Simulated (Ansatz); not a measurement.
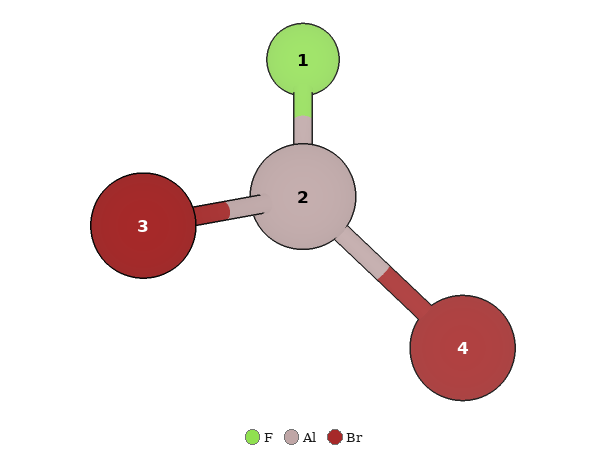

The atoms are numbered. Computed geometry: PBE0-D4/def2-TZVP optimisation.

Give the bond lengths.

| bond | length (Å) |
| --- | --- |
| F1–Al2 | 1.634 |
| Al2–Br3 | 2.222 |
| Al2–Br4 | 2.222 |
